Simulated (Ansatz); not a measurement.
**The cluster TiF₃ (doublet): a spread of methods and bases**

Aim: run the cluster TiF₃ (doublet) under a spread of inputs, and see what each costs and gives.

Method: the settings change from run to run; program: Ansatz 0.2.0, Gaussian basis.

### 1 The geometry

An earlier PBE0-D4 in a triple-zeta def2 set relaxation fixed the geometry.

4 atoms, charge 0, spin multiplicity 2.

Atoms are counted from 1 here; the program's logs count them from 0.

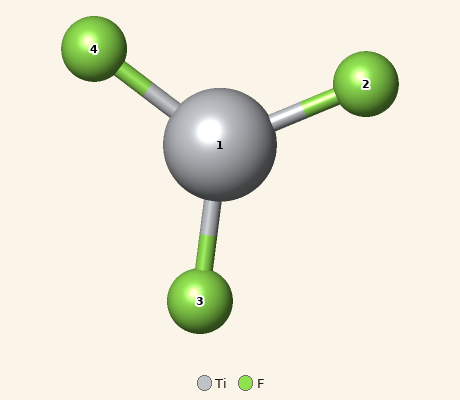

The structure; titanium light grey, fluorine green; atoms are numbered from 1 in the order of the file.

### 2 PBE0/cc-pVTZ-DK

This run has a grid of angular degree 47, D3(BJ) dispersion.

in.yaml

```yaml
crystal:
  periodic: [false, false, false]
  atoms:
    - {symbol: Ti, position_ang: [0.003937, -0.002318, 0.002565]}
    - {symbol: F, position_ang: [0.457685, -0.880425, -1.464956]}
    - {symbol: F, position_ang: [-1.177187, -0.698953, 1.120666]}
    - {symbol: F, position_ang: [0.715576, 1.581696, 0.341724]}
basis:
  gaussian: {orbitals: cc-pVTZ-DK, final_grid: {core_spheres: 20, valence_spheres: 16, degree: 47}}
magnetization: {spin_polarized: true, initial_magnetization: 1}
hamiltonian: {xc: {name: PBE0}, dispersion: d3bj}
output: {forces: true}
```

Command:

```
$ ansatz run in.yaml --threads 2 --pin off --events-out ev --progress --plain --max-ram 4352MiB
```

The log of the run:

```text
Functional definition: PBE0
  name "PBE0"
  cite "Adamo & Barone, J. Chem. Phys. 110, 6158 (1999) doi:10.1063/1.478522"
  cite "Perdew, Burke & Ernzerhof, Phys. Rev. Lett. 77, 3865 (1996) doi:10.1103/PhysRevLett.77.3865"
  parent pbe
  parameter a = 0.25
  parameter kappa = 0.804
  parameter beta = 0.06672455060314922
  exchange = (1 - a)*pbe_x(kappa = kappa, mu = beta*pi^2/3) + a*exact_x
  correlation = pbe_c(beta = beta)
1014 factors; their error is unknown
mean field evaluation 1: about -31382.1168 eV, gradient 4.4e1 eV
mean field evaluation 2: about -31326.1892 eV, gradient 1.6e2 eV
mean field evaluation 4: about -31387.4932 eV, gradient 6.0e0 eV
mean field evaluation 8: about -31387.6175 eV, gradient 2.7e-2 eV
mean field evaluation 16: about -31387.7874 eV, gradient 4.1e-4 eV
mean field evaluation 32: about -31387.3900 eV, gradient 4.5e0 eV
mean field -31387.78736344 eV, -1153.4799102001 hartree, gradient 2.0e-5 eV, S^2 0.752467; 4 other end points of the search recorded, 0 dependent functions left out
the calculation of the forces begins
reference -31387.78741454 eV, -1153.4799120777 hartree; 25, 24 occupied and 133, 134 virtual orbitals, 1014 factors
Total energy: -31387.82629485 eV, -1153.4813409029 hartree
Relativity: scalar
Atom 0 at     0.003937    -0.002318     0.002565 Å, force    -0.006239     0.003618    -0.003822 eV/Å
Atom 1 at     0.457685    -0.880425    -1.464956 Å, force    -0.003119     0.009129     0.018184 eV/Å
Atom 2 at    -1.177187    -0.698953     1.120666 Å, force     0.015390     0.006665    -0.011480 eV/Å
Atom 3 at     0.715576     1.581696     0.341724 Å, force    -0.006032    -0.019412    -0.002883 eV/Å
Dipole moment:     0.005610    -0.003303     0.003652 e Å
```

Run time: 11 s. Hardware: 2 threads of Intel Xeon Platinum 8488C, shared host.

Largest force 0.021 eV/Å, dipole 0.04 D, ⟨S²⟩ 0.752.

### 3 CAM-B3LYP/def2-SVP

Set apart from the defaults: D3(BJ) with three-body dispersion.

Changes to in.yaml since step 2:

```diff
@@ -8,5 +8,6 @@
 basis:
-  gaussian: {orbitals: cc-pVTZ-DK, final_grid: {core_spheres: 20, valence_spheres: 16, degree: 47}}
+  gaussian: {orbitals: def2-SVP}
 magnetization: {spin_polarized: true, initial_magnetization: 1}
-hamiltonian: {xc: {name: PBE0}, dispersion: d3bj}
+hamiltonian: {xc: {name: CAM-B3LYP}, dispersion: d3bjatm}
+scf: {omitted_lower_state_checks: [starts]}
 output: {forces: true}
```

Same command.

The log of the run, cut to the lines that bear on the results:

```text
Functional definition: CAM-B3LYP
  name "CAM-B3LYP"
  cite "Yanai, Tew & Handy, Chem. Phys. Lett. 393, 51 (2004) doi:10.1016/j.cplett.2004.06.011"
  cite "Iikura, Tsuneda, Yanai & Hirao, J. Chem. Phys. 115, 3540 (2001) doi:10.1063/1.1383587"
  cite "Becke, Phys. Rev. A 38, 3098 (1988) doi:10.1103/PhysRevA.38.3098"
  cite "Lee, Yang & Parr, Phys. Rev. B 37, 785 (1988) doi:10.1103/PhysRevB.37.785"
  cite "Vosko, Wilk & Nusair, Can. J. Phys. 58, 1200 (1980) doi:10.1139/p80-159"
[...]
  # Exact exchange under (alpha + beta erf(omega r))/r, Becke's under what is left of 1/r.
[...]
728 factors; integrals over basis functions are off by at most 9.7e-4 eV
162 factors; integrals over basis functions are off by at most 5.3e-4 eV
[...]
mean field -31260.85172947 eV, -1148.8151116916 hartree, gradient 1.9e-5 eV, S^2 0.751916; 0 other end points of the search recorded, 0 dependent functions left out
[...]
reference -31260.85188082 eV, -1148.8151172537 hartree; 25, 24 occupied and 48, 49 virtual orbitals, 728 factors
Total energy: -31260.88976396 eV, -1148.8165094334 hartree
Atom 0 at     0.003937    -0.002318     0.002565 Å, force    -0.010148     0.005863    -0.006566 eV/Å
Atom 1 at     0.457685    -0.880425    -1.464956 Å, force    -0.134929     0.263962     0.443726 eV/Å
Atom 2 at    -1.177187    -0.698953     1.120666 Å, force     0.357757     0.208889    -0.335836 eV/Å
Atom 3 at     0.715576     1.581696     0.341724 Å, force    -0.212679    -0.478714    -0.101324 eV/Å
Dipole moment:     0.006030    -0.003552     0.003929 e Å
Checks for a lower state left out: starts
```

It took 4.2 s on 2 threads of Intel Xeon Platinum 8488C, shared host.

Largest force 0.534 eV/Å, dipole 0.04 D, ⟨S²⟩ 0.752.

### 4 PBE0/aug-cc-pVDZ

Options: atoms shaken by 0.08 Å, the search for lower states set to full.

in.yaml

```yaml
crystal:
  periodic: [false, false, false]
  atoms:
    - {symbol: Ti, position_ang: [0.089120, 0.022719, 0.068191]}
    - {symbol: F, position_ang: [0.537990, -0.933501, -1.521302]}
    - {symbol: F, position_ang: [-1.154381, -0.784845, 0.949351]}
    - {symbol: F, position_ang: [0.821649, 1.582364, 0.469628]}
basis:
  gaussian: {orbitals: aug-cc-pVDZ}
magnetization: {spin_polarized: true, initial_magnetization: 1}
hamiltonian: {xc: {name: PBE0}}
scf: {lower_state_search: full}
```

Same command.

The log of the run, cut to the lines that bear on the results:

```text
Functional definition: PBE0
  name "PBE0"
  cite "Adamo & Barone, J. Chem. Phys. 110, 6158 (1999) doi:10.1063/1.478522"
  cite "Perdew, Burke & Ernzerhof, Phys. Rev. Lett. 77, 3865 (1996) doi:10.1103/PhysRevLett.77.3865"
  parent pbe
[...]
1232 factors; their error is unknown
[...]
mean field -31259.64095329 eV, -1148.7706164877 hartree, gradient 1.9e-5 eV, S^2 0.752673; 10 other end points of the search recorded, 0 dependent functions left out
reference -31259.64100568 eV, -1148.7706184131 hartree; 25, 24 occupied and 103, 104 virtual orbitals, 1232 factors
Total energy: -31259.64100568 eV, -1148.7706184131 hartree
```

Wall time 45 s (2 threads of Intel Xeon Platinum 8488C, shared host); peak memory 0.6 GiB.

⟨S²⟩ 0.753.

### 5 wB97/pcseg-2

Set apart from the defaults: multiplicity 4.

in.yaml

```yaml
crystal:
  periodic: [false, false, false]
  atoms:
    - {symbol: Ti, position_ang: [0.003937, -0.002318, 0.002565]}
    - {symbol: F, position_ang: [0.457685, -0.880425, -1.464956]}
    - {symbol: F, position_ang: [-1.177187, -0.698953, 1.120666]}
    - {symbol: F, position_ang: [0.715576, 1.581696, 0.341724]}
basis:
  gaussian: {orbitals: pcseg-2}
magnetization: {spin_polarized: true, initial_magnetization: 3}
hamiltonian: {xc: {name: wB97}}
scf: {omitted_lower_state_checks: [starts]}
output: {forces: true}
```

The command is unchanged.

The log of the run, cut to the lines that bear on the results:

```text
Functional definition: wB97
  name "wB97"
  cite "Chai & Head-Gordon, J. Chem. Phys. 128, 084106 (2008) doi:10.1063/1.2834918"
  cite "Becke, J. Chem. Phys. 107, 8554 (1997) doi:10.1063/1.475007"
[...]
  # The coefficients of nought are those of the uniform gas.
[...]
      + integral(e_c_pw_opposite_spin*poly(b97_u_opposite, 1, cos1, cos2, cos3, cos4))
[...]
902 factors; their error is unknown
210 factors; integrals over basis functions are off by at most 3.0e-4 eV
[...]
mean field -31266.75507306 eV, -1149.0320555670 hartree, gradient 9.0e-9 eV, S^2 3.764972; 0 other end points of the search recorded, 0 dependent functions left out
[...]
reference -31266.75507585 eV, -1149.0320556698 hartree; 26, 23 occupied and 120, 123 virtual orbitals, 902 factors
Total energy: -31266.75507585 eV, -1149.0320556698 hartree
Atom 0 at     0.003937    -0.002318     0.002565 Å, force     0.939555    -1.677928    -2.804625 eV/Å
Atom 1 at     0.457685    -0.880425    -1.464956 Å, force     0.495065    -0.965185    -1.601217 eV/Å
Atom 2 at    -1.177187    -0.698953     1.120666 Å, force    -3.127800    -1.576132     3.200759 eV/Å
Atom 3 at     0.715576     1.581696     0.341724 Å, force     1.693180     4.219245     1.205084 eV/Å
Dipole moment:    -0.115030     0.214458     0.365433 e Å
Checks for a lower state left out: starts
```

Run time: 2.3 min. Hardware: 2 threads of Intel Xeon Platinum 8488C, shared host.

Largest force 4.745 eV/Å, dipole 2.11 D, ⟨S²⟩ 3.765.

### 6 revPBE/def2-TZVPP

Changes to in.yaml since step 5:

```diff
@@ -8,6 +8,5 @@
 basis:
-  gaussian: {orbitals: pcseg-2}
-magnetization: {spin_polarized: true, initial_magnetization: 3}
-hamiltonian: {xc: {name: wB97}}
-scf: {omitted_lower_state_checks: [starts]}
+  gaussian: {orbitals: def2-TZVPP}
+magnetization: {spin_polarized: true, initial_magnetization: 1}
+hamiltonian: {xc: {name: revPBE}}
 output: {forces: true}
```

Launched as before.

The log of the run, cut to the lines that bear on the results:

```text
Functional definition: revPBE
  name "revPBE"
  cite "Zhang & Yang, Phys. Rev. Lett. 80, 890 (1998) doi:10.1103/PhysRevLett.80.890"
  cite "Perdew, Burke & Ernzerhof, Phys. Rev. Lett. 77, 3865 (1996) doi:10.1103/PhysRevLett.77.3865"
[...]
900 factors; their error is unknown
[...]
mean field -31270.02351325 eV, -1149.1521685288 hartree, gradient 4.3e-5 eV, S^2 0.752312; 4 other end points of the search recorded, 0 dependent functions left out
[...]
reference -31270.02358380 eV, -1149.1521711216 hartree; 25, 24 occupied and 132, 133 virtual orbitals, 900 factors
Total energy: -31270.02358380 eV, -1149.1521711216 hartree
Atom 0 at     0.003937    -0.002318     0.002565 Å, force     0.001323    -0.000964     0.000903 eV/Å
Atom 1 at     0.457685    -0.880425    -1.464956 Å, force     0.139391    -0.267779    -0.446021 eV/Å
Atom 2 at    -1.177187    -0.698953     1.120666 Å, force    -0.358604    -0.212819     0.341299 eV/Å
Atom 3 at     0.715576     1.581696     0.341724 Å, force     0.217890     0.481562     0.103818 eV/Å
Dipole moment:     0.004214    -0.002477     0.002733 e Å
```

Wall time 3.9 s (2 threads of Intel Xeon Platinum 8488C, shared host).

Largest force 0.539 eV/Å, dipole 0.03 D, ⟨S²⟩ 0.752.

### 7 wB97X-V/def2-mTZVPP

This run has charge -1, multiplicity 1, the search for lower states set to light.

Changes to in.yaml since step 6:

```diff
@@ -8,5 +8,5 @@
 basis:
-  gaussian: {orbitals: def2-TZVPP}
-magnetization: {spin_polarized: true, initial_magnetization: 1}
-hamiltonian: {xc: {name: revPBE}}
-output: {forces: true}
+  gaussian: {orbitals: def2-mTZVPP}
+total_charge: -1
+hamiltonian: {xc: {name: wB97X-V}}
+scf: {lower_state_search: light}
```

Launched as before.

The log of the run, cut to the lines that bear on the results:

```text
Functional definition: wB97X-V
  name "wB97X-V"
  cite "Mardirossian & Head-Gordon, Phys. Chem. Chem. Phys. 16, 9904 (2014) doi:10.1039/C3CP54374A"
  cite "Becke, J. Chem. Phys. 107, 8554 (1997) doi:10.1063/1.475007"
  cite "Vydrov & Van Voorhis, J. Chem. Phys. 133, 244103 (2010) doi:10.1063/1.3521275"
[...]
      + integral(e_c_pw_opposite_spin*poly(b97_u_opposite, cos0, cos1)) + vv10(b, c)
847 factors; their error is unknown
225 factors; integrals over basis functions are off by at most 4.7e-6 eV
[...]
mean field -31269.23657361 eV, -1149.1232490305 hartree, gradient 5.1e-5 eV, S^2 0.000000; 0 other end points of the search recorded, 0 dependent functions left out
reference -31269.23657138 eV, -1149.1232489486 hartree; 25, 25 occupied and 80, 80 virtual orbitals, 847 factors
Total energy: -31269.23657138 eV, -1149.1232489486 hartree
```

Wall time 7 s (2 threads of Intel Xeon Platinum 8488C, shared host).

### 8 RPBE/def2-TZVP

This run has multiplicity 4, finite nuclei, D4 dispersion.

Changes to in.yaml since step 7:

```diff
@@ -8,5 +8,4 @@
 basis:
-  gaussian: {orbitals: def2-mTZVPP}
-total_charge: -1
-hamiltonian: {xc: {name: wB97X-V}}
-scf: {lower_state_search: light}
+  gaussian: {orbitals: def2-TZVP, nuclear_model: gaussian}
+magnetization: {spin_polarized: true, initial_magnetization: 3}
+hamiltonian: {xc: {name: RPBE}, dispersion: d4}
```

The command is unchanged.

The log of the run, cut to the lines that bear on the results:

```text
Functional definition: RPBE
  name "RPBE"
  cite "Hammer, Hansen & Nørskov, Phys. Rev. B 59, 7413 (1999) doi:10.1103/PhysRevB.59.7413"
  cite "Perdew, Burke & Ernzerhof, Phys. Rev. Lett. 77, 3865 (1996) doi:10.1103/PhysRevLett.77.3865"
[...]
881 factors; their error is unknown
[...]
mean field -31266.16748548 eV, -1149.0104621220 hartree, gradient 7.5e-6 eV, S^2 3.753515; 8 other end points of the search recorded, 0 dependent functions left out
reference -31266.16755655 eV, -1149.0104647338 hartree; 26, 23 occupied and 112, 115 virtual orbitals, 881 factors
Total energy: -31266.35631360 eV, -1149.0174014274 hartree
```

Wall time 32 s (2 threads of Intel Xeon Platinum 8488C, shared host).

⟨S²⟩ 3.754.

### 9 PBE0-DH/STO-3G

Changes to in.yaml since step 8:

```diff
@@ -8,4 +8,5 @@
 basis:
-  gaussian: {orbitals: def2-TZVP, nuclear_model: gaussian}
-magnetization: {spin_polarized: true, initial_magnetization: 3}
-hamiltonian: {xc: {name: RPBE}, dispersion: d4}
+  gaussian: {orbitals: STO-3G}
+magnetization: {spin_polarized: true, initial_magnetization: 1}
+hamiltonian: {xc: {name: PBE0-DH}}
+output: {forces: true}
```

The command is unchanged.

The log of the run, cut to the lines that bear on the results:

```text
Functional definition: PBE0-DH
  name "PBE0-DH"
  cite "Brémond & Adamo, J. Chem. Phys. 135, 024106 (2011) doi:10.1063/1.3604569"
  cite "Perdew, Burke & Ernzerhof, Phys. Rev. Lett. 77, 3865 (1996) doi:10.1103/PhysRevLett.77.3865"
[...]
457 factors; integrals over basis functions are off by at most 1.5e-4 eV
[...]
mean field -30901.93285906 eV, -1135.6250864880 hartree, gradient 7.9e-6 eV, S^2 0.756855; 0 other end points of the search recorded, 0 dependent functions left out
8 core orbitals not correlated: weight in the atoms' cores, before any rotation towards them, 1.000 or more for the frozen orbitals, at most 0.000 for the correlated occupied ones
reference -30901.93286902 eV, -1135.6250868541 hartree; 17, 16 occupied and 8, 9 virtual orbitals, 457 factors
second order -7.73417545 eV of doubles, -0.00000000 eV of singles
[...]
Total energy: -30902.89964095 eV, -1135.6606150673 hartree
Atom 0 at     0.003937    -0.002318     0.002565 Å, force    -0.029200     0.017114    -0.018972 eV/Å
Atom 1 at     0.457685    -0.880425    -1.464956 Å, force    -0.800406     1.550021     2.590850 eV/Å
Atom 2 at    -1.177187    -0.698953     1.120666 Å, force     2.085240     1.229332    -1.973262 eV/Å
Atom 3 at     0.715576     1.581696     0.341724 Å, force    -1.255633    -2.796467    -0.598616 eV/Å
Dipole moment:     0.000164    -0.000066     0.000040 e Å
```

It took 1.9 s on 2 threads of Intel Xeon Platinum 8488C, shared host.

Largest force 3.123 eV/Å, dipole 0.00 D, ⟨S²⟩ 0.757.

### 10 SPW92/def2-TZVPP

Options: finite nuclei.

Changes to in.yaml since step 9:

```diff
@@ -8,5 +8,5 @@
 basis:
-  gaussian: {orbitals: STO-3G}
+  gaussian: {orbitals: def2-TZVPP, nuclear_model: gaussian}
 magnetization: {spin_polarized: true, initial_magnetization: 1}
-hamiltonian: {xc: {name: PBE0-DH}}
+hamiltonian: {xc: {name: SPW92}}
 output: {forces: true}
```

Same command.

The log of the run, cut to the lines that bear on the results:

```text
Functional definition: SPW92
  name "SPW92"
  cite "Dirac, Proc. Camb. Phil. Soc. 26, 376 (1930) doi:10.1017/S0305004100016108"
  cite "Slater, Phys. Rev. 81, 385 (1951) doi:10.1103/PhysRev.81.385"
  cite "Perdew & Wang, Phys. Rev. B 45, 13244 (1992) doi:10.1103/PhysRevB.45.13244"
[...]
900 factors; their error is unknown
[...]
mean field -31168.45861789 eV, -1145.4197274676 hartree, gradient 3.3e-5 eV, S^2 0.752568; 4 other end points of the search recorded, 0 dependent functions left out
[...]
reference -31168.45866930 eV, -1145.4197293565 hartree; 25, 24 occupied and 132, 133 virtual orbitals, 900 factors
Total energy: -31168.45866930 eV, -1145.4197293565 hartree
Atom 0 at     0.003937    -0.002318     0.002565 Å, force    -0.008988     0.005102    -0.005775 eV/Å
Atom 1 at     0.457685    -0.880425    -1.464956 Å, force    -0.150406     0.293109     0.491515 eV/Å
Atom 2 at    -1.177187    -0.698953     1.120666 Å, force     0.396073     0.232216    -0.372973 eV/Å
Atom 3 at     0.715576     1.581696     0.341724 Å, force    -0.236679    -0.530427    -0.112767 eV/Å
Dipole moment:     0.004247    -0.002499     0.002761 e Å
```

Wall time 3.8 s (2 threads of Intel Xeon Platinum 8488C, shared host).

Largest force 0.592 eV/Å, dipole 0.03 D, ⟨S²⟩ 0.753.

### 11 wB97X-V/def2-TZVP

This run has restricted open-shell orbitals.

Changes to in.yaml since step 10:

```diff
@@ -8,5 +8,4 @@
 basis:
-  gaussian: {orbitals: def2-TZVPP, nuclear_model: gaussian}
-magnetization: {spin_polarized: true, initial_magnetization: 1}
-hamiltonian: {xc: {name: SPW92}}
-output: {forces: true}
+  gaussian: {orbitals: def2-TZVP}
+magnetization: {spin_polarized: false, initial_magnetization: 1}
+hamiltonian: {xc: {name: wB97X-V}}
```

The command is unchanged.

The log of the run, cut to the lines that bear on the results:

```text
Functional definition: wB97X-V
  name "wB97X-V"
  cite "Mardirossian & Head-Gordon, Phys. Chem. Chem. Phys. 16, 9904 (2014) doi:10.1039/C3CP54374A"
  cite "Becke, J. Chem. Phys. 107, 8554 (1997) doi:10.1063/1.475007"
  cite "Vydrov & Van Voorhis, J. Chem. Phys. 133, 244103 (2010) doi:10.1063/1.3521275"
[...]
      + integral(e_c_pw_opposite_spin*poly(b97_u_opposite, cos0, cos1)) + vv10(b, c)
931 factors; their error is unknown
172 factors; integrals over basis functions are off by at most 3.9e-5 eV
[...]
mean field -31268.95686394 eV, -1149.1129698897 hartree, gradient 2.7e-5 eV, S^2 0.750000; 4 other end points of the search recorded, 0 dependent functions left out
reference -31268.95686209 eV, -1149.1129698215 hartree; 25, 24 occupied and 113, 114 virtual orbitals, 931 factors
Total energy: -31268.95686209 eV, -1149.1129698215 hartree
```

Run time: 23 s. Hardware: 2 threads of Intel Xeon Platinum 8488C, shared host; peak memory 0.64 GiB.

### 12 B3LYP/def2-mTZVP

Options: multiplicity 4, restricted open-shell orbitals, the search for lower states set to light.

Changes to in.yaml since step 11:

```diff
@@ -8,4 +8,6 @@
 basis:
-  gaussian: {orbitals: def2-TZVP}
-magnetization: {spin_polarized: false, initial_magnetization: 1}
-hamiltonian: {xc: {name: wB97X-V}}
+  gaussian: {orbitals: def2-mTZVP}
+magnetization: {spin_polarized: false, initial_magnetization: 3}
+hamiltonian: {xc: {name: B3LYP}}
+scf: {lower_state_search: light}
+output: {forces: true}
```

Launched as before.

The log of the run, cut to the lines that bear on the results:

```text
Functional definition: B3LYP
  name "B3LYP"
  cite "Stephens, Devlin, Chabalowski & Frisch, J. Phys. Chem. 98, 11623 (1994) doi:10.1021/j100096a001"
  cite "Becke, Phys. Rev. A 38, 3098 (1988) doi:10.1103/PhysRevA.38.3098"
  cite "Lee, Yang & Parr, Phys. Rev. B 37, 785 (1988) doi:10.1103/PhysRevB.37.785"
  cite "Vosko, Wilk & Nusair, Can. J. Phys. 58, 1200 (1980) doi:10.1139/p80-159"
[...]
777 factors; integrals over basis functions are off by at most 4.2e-4 eV
[...]
mean field -31268.31269371 eV, -1149.0892970703 hartree, gradient 2.0e-6 eV, S^2 3.750000; 12 other end points of the search recorded, 0 dependent functions left out
[...]
reference -31268.31296901 eV, -1149.0893071872 hartree; 26, 23 occupied and 64, 67 virtual orbitals, 777 factors
Total energy: -31268.31296901 eV, -1149.0893071872 hartree
Atom 0 at     0.003937    -0.002318     0.002565 Å, force     0.589433    -1.051260    -1.730223 eV/Å
Atom 1 at     0.457685    -0.880425    -1.464956 Å, force     0.776174    -1.504411    -2.503630 eV/Å
Atom 2 at    -1.177187    -0.698953     1.120666 Å, force    -3.025906    -1.542841     3.083414 eV/Å
Atom 3 at     0.715576     1.581696     0.341724 Å, force     1.660298     4.098512     1.150438 eV/Å
Dipole moment:    -0.029165     0.056321     0.097775 e Å
```

Run time: 24 s. Hardware: 2 threads of Intel Xeon Platinum 8488C, shared host.

Largest force 4.587 eV/Å, dipole 0.56 D.

### 13 The runs in one table

| level | charge | multiplicity | geometry | functions | energy (eV) | time |
| --- | --- | --- | --- | --- | --- | --- |
| PBE0/cc-pVTZ-DK | 0 | 2 | relaxed | 158 | -31387.826 | 11 s |
| CAM-B3LYP/def2-SVP | 0 | 2 | relaxed | 73 | -31260.890 | 4.2 s |
| PBE0/aug-cc-pVDZ | 0 | 2 | shaken | 128 | -31259.641 | 45 s |
| wB97/pcseg-2 | 0 | 4 | relaxed | 146 | -31266.755 | 2.3 min |
| revPBE/def2-TZVPP | 0 | 2 | relaxed | 157 | -31270.024 | 3.9 s |
| wB97X-V/def2-mTZVPP | -1 | 1 | relaxed | 105 | -31269.237 | 7 s |
| RPBE/def2-TZVP | 0 | 4 | relaxed | 138 | -31266.356 | 32 s |
| PBE0-DH/STO-3G | 0 | 2 | relaxed | 33 | -30902.900 | 1.9 s |
| SPW92/def2-TZVPP | 0 | 2 | relaxed | 157 | -31168.459 | 3.8 s |
| wB97X-V/def2-TZVP | 0 | 2 | relaxed | 138 | -31268.957 | 23 s |
| B3LYP/def2-mTZVP | 0 | 4 | relaxed | 90 | -31268.313 | 24 s |

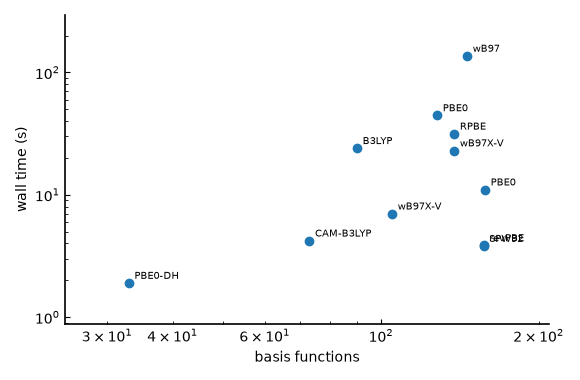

Wall time against the number of basis functions (shared host).

### 14 Summary of results

| quantity | value |
| --- | --- |
| runs | 11 |
| quickest | PBE0-DH/STO-3G, 1.9 s |
| slowest | wB97/pcseg-2, 2.3 min |
| spread of total energies, same state and geometry | 484.9 eV |
| dipole, same state and geometry | 0.00 to 0.04 D |

In words: wB97/pcseg-2 took 72 times as long as PBE0-DH/STO-3G. The jobs differ in tasks and options as well as level. The totals spread over 485 eV; they can't be compared across methods or bases. Some of these runs are scalar-relativistic and others not, which shifts the totals of all-electron atoms past neon by eV; core potentials, where a basis has them, take the core out of the total altogether. At the PBE0-D4/def2-TZVP geometry and in the same state, runs without warnings or point charges leave forces up to 3.12 eV/Å (PBE0-DH/STO-3G).
